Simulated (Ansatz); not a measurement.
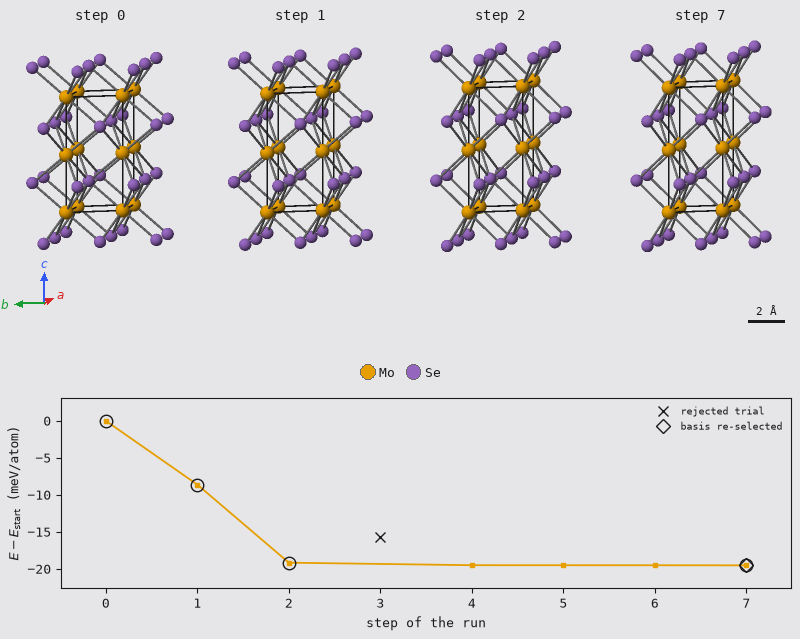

Frames of a relaxation of a crystal of MoSe (built on the nickel arsenide type), marked on the history of the run. Style: ball-and-stick. Shown: the cell of the calculation, from a free direction.

Computed with DFT PBEsol, scalar-relativistic, plane waves, PAW (Ansatz 0.2.0).

The input:
```yaml
crystal:
  lattice:
    - [3.3904979266, 0.0, 0.0]
    - [-1.6952489633, 2.9362573359, 0.0]
    - [0.0, 0.0, 6.5745001832]
  atoms:
    - { symbol: Mo, position: [0.0, 0.0, 0.0] }
    - { symbol: Mo, position: [0.0, 0.0, 0.5] }
    - { symbol: Se, position: [0.3333333333, 0.6666666667, 0.25] }
    - { symbol: Se, position: [0.6666666667, 0.3333333333, 0.75] }
basis:
  ecutwfc: 420
kpoints:
  mp_grid: { grid: [12, 12, 6] }
hamiltonian:
  xc: pbesol
scf:
  occupations: { method: gaussian, width: 0.1 }
output:
  forces: true
  stress: true
  eigenvalues: true
relax:
  adjacent_minimum: "off"
  f_tol: 0.01
  max_steps: 80
  cell: { stress_tol: 0.05 }
```

Launched with:
```bash
ansatz run input.yaml --threads 1 --pin off --max-ram 2560MiB --backend cpu --events-out ev --progress --plain --runs-dir out
```

> Describe the path.

The atoms keep their places relative to the cell (all moves are under 0.005 Å). Cell: a = b 3.390 → 3.228 Å (−4.8 %), c 6.574 → 7.114 Å (+8.2 %). Volume −1.9 %. Some distances before and after: Mo1–Se3 2.556 → 2.576 Å. Among the angles between lasting bonds that change: Mo1–Se3–Mo2 80.0° → 87.3°, Se3–Mo1–Se3 83.1° → 77.6°, Se3–Mo1–Se4 96.9° → 102.4°. The space group stays P6_3/mmc (No. 194). The energy falls by 19.5 meV per atom in 5 accepted moves (7 points after the start). All forces vanish by symmetry, so only the cell relaxes. Pressure: 0.29 GPa at the start and 0.01 GPa at the end. The line search rejected the trial step at point 3 of the run. At 1 point the geometry stayed and the basis and grid were re-selected for the new cell (energy shift of less than 0.05 meV per atom at most each time). From step 0 to 1: volume −0.9 %, energy −8.6 meV per atom. From step 1 to 2: volume −0.5 %, energy −10.5 meV per atom. From step 2 to 7: volume −0.6 %, energy −0.4 meV per atom.

| step | E − E(0), meV/atom | pressure, GPa | volume, Å³/atom | note |
| --- | --- | --- | --- | --- |
| 0 | 0.00 | 0.29 | 16.363 |  |
| 1 | -8.62 | 0.53 | 16.221 |  |
| 2 | -19.15 | -0.83 | 16.144 |  |
| 3 | -15.70 | 2.34 | 15.785 | rejected |
| 4 | -19.49 | 0.09 | 16.050 |  |
| 5 | -19.50 | -0.08 | 16.057 |  |
| 6 | -19.50 | 0.00 | 16.053 |  |
| 7 | -19.51 | 0.01 | 16.053 | same geometry, new basis |
